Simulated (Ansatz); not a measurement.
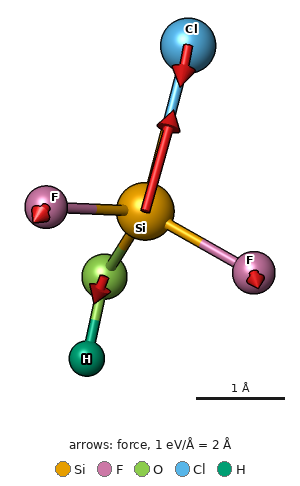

Starting geometry of SiHOClF₂ with the computed forces as red arrows. The picture is a ball-and-stick view, seen from a free direction.

It is one of the separated products of a reaction.

Theory: RKS PBE0-D4/def2-TZVP (Ansatz). Set-up: force threshold 0.005 eV/Å; at most 200 steps.

### Is this structure relaxed? If not, where do the atoms go?

It isn't relaxed: the largest force vector, on the Si atom, is 0.64 eV/Å. The final displacements have little in common with the starting forces (cosine between the two patterns 0.26). After 6 geometry steps the energy has fallen by 0.007 eV. The largest force component goes from 0.45 to 0.00065 eV/Å. The H atom moves most after the best rigid fit: 0.046 Å. By element the largest moves are H 0.046 Å, F 0.033 Å, O 0.026 Å, Si 0.022 Å, Cl 0.011 Å. Near-neighbour distances that change, for instance: Cl–Si 2.022 → 2.006 Å, F–Si 1.572 → 1.576 Å, O–Si 1.604 → 1.609 Å.
